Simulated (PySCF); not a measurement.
Molecule: SMILES O=C[SiH2]CS (C2H6OSSi). Atoms near the plane z = 1.5 Å, at the GFN2-xTB optimised geometry (x, y, z in Å): O1 (1.6, -1.8, 0.0), C2 (0.4, -1.8, 0.0), Si3 (-0.7, -0.3, 0.0), C4 (0.5, 1.2, -0.1), S5 (-0.5, 2.8, -0.1), H6 (-0.2, -2.8, 0.0), H8 (-1.5, -0.3, 1.2), H10 (1.2, 1.3, 0.8), H11 (-1.1, 2.6, 1.1).

Calculation: PySCF with PBE/def2-TZVP. The values are rescaled to run from 0 to 1.

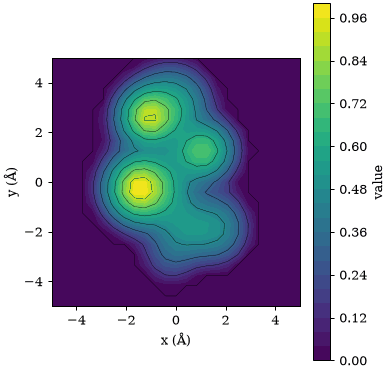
a field on the plane z = 1.5 Å.

### Question
Which quantity is mapped?
(A) deformation density (molecule minus spherical neutral atoms)
(B) an orbital amplitude
(C) log10 of the electron density
(D) Laplacian of the electron density

### Answer
C, log10 of the electron density. In full: log10 of the electron density (e/bohr³), floored at −4.
